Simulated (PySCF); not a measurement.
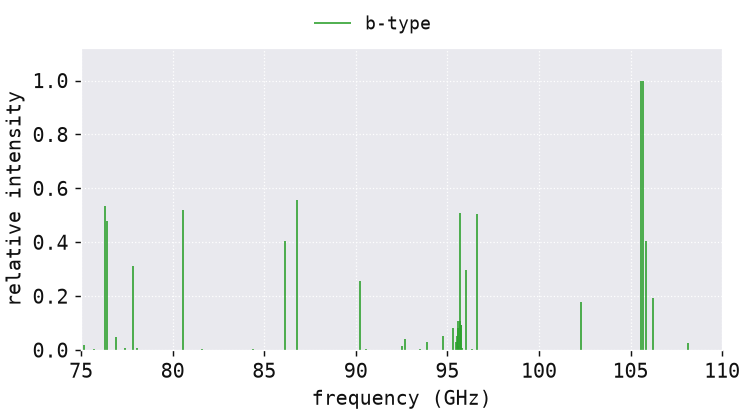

SiN₂H₆, SMILES N[SiH2]N. Simulated rotational absorption lines between 75 and 110 GHz at 6 K: rigid rotor with the equilibrium constants and dipole of one optimised conformer (PBE0-D3(BJ)/def2-SVP, PySCF 2.14.0), commonest isotopes; no centrifugal distortion, hyperfine structure, internal rotation or nuclear-spin weights; lines within 1 MHz of each other are summed. Lines of different type are drawn apart.

What are the rotational constants, and what kind of rotor is it?

Rotational constants A, B, C = 19.89, 6.819, 5.553 GHz; Ray's κ = −0.82, an asymmetric top on the prolate side.

Assign the strongest lines, as J(Ka,Kc).

```csv
GHz,upper,lower,type,relative intensity
105.68,"3(3,0)","2(2,1)",b,1.00
105.59,"3(3,1)","2(2,0)",b,1.00
86.78,"4(2,3)","3(1,2)",b,0.55
76.32,"3(2,2)","2(1,1)",b,0.53
80.55,"3(2,1)","2(1,2)",b,0.52
95.66,"4(2,2)","3(1,3)",b,0.51
```

Caveats: coarse grid, loose stop and no frequency check, small forces are noise and the end may be a saddle.
